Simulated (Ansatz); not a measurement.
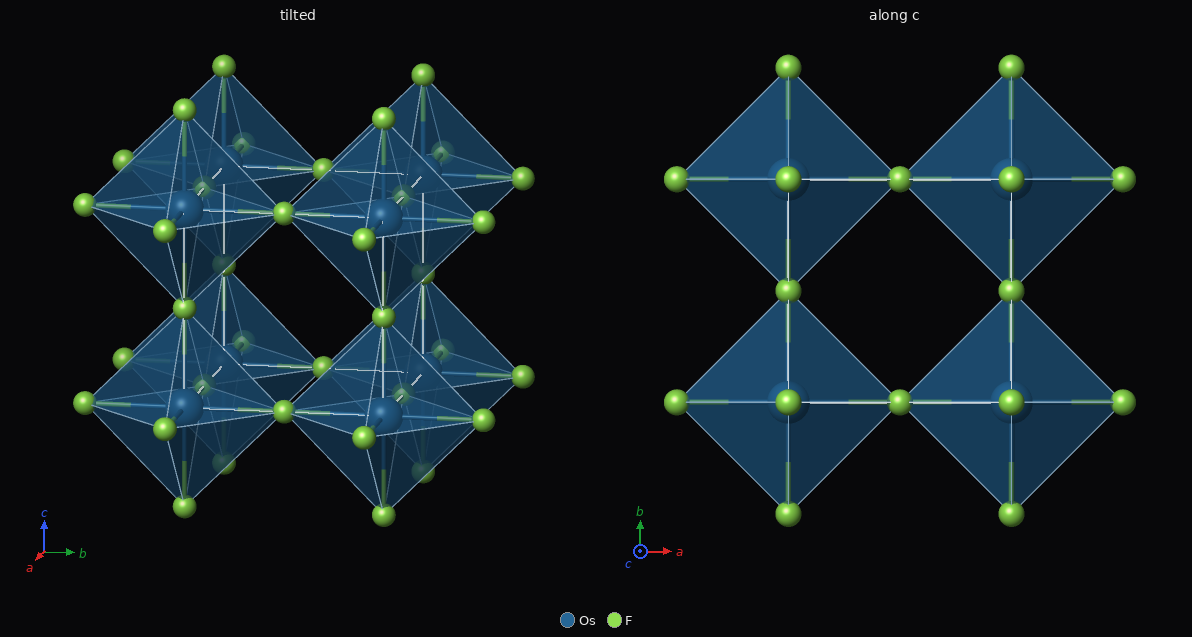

Shown here is a polyhedral view of the crystal, taken slightly off an axis and along the c axis. The frame is the conventional unit cell; atoms at its boundary are shown with their periodic copies. Some neighbours outside the box are added.

OsF3, ReO₃ type, space group Pm-3m (No. 221), a = 4.030 Å, b = 4.030 Å, c = 4.030 Å, α = 90.00°, β = 90.00°, γ = 90.00°. Origin of the cell: a structure type filled with these elements by a generator (whether the compound takes this form wasn't checked). Earlier steps of the study, as a rule a relaxation of our own, may have changed the cell and positions, so they can lie some per cent off the listed ones. An electronic-structure calculation with Ansatz was run on it.

This one geometry was computed with Ansatz (DFT, plane waves, PAW) at five levels of theory: PBE with spin-orbit coupling, PBE, PBEsol, LDA and r2SCAN.

> Which level gives the highest pressure at this volume, and what does that say about its equilibrium volume?

Highest: PBE with spin-orbit coupling (2.1 GPa), which points to the largest equilibrium volume. Lowest, with the smallest volume: LDA (-8.4 GPa). Levels within 0.5 GPa of each other can't be told apart.

> How does the band gap change with the level of theory?

All levels give a metal.

> Collect the results in a table.

| level | cutoff (eV) | k-mesh of the run's cell | gap (eV) | pressure (GPa) |
| --- | --- | --- | --- | --- |
| PBE with spin-orbit coupling | 420 | 10×10×10 | metal | 2.1 |
| PBE | 420 | 10×10×10 | metal | 0.0 |
| PBEsol | 420 | 10×10×10 | metal | -4.5 |
| LDA | 420 | 10×10×10 | metal | -8.4 |
| r2SCAN | 500 | 10×10×10 | metal | -2.1 |

Gaps are taken on the k-mesh or band path of each run.
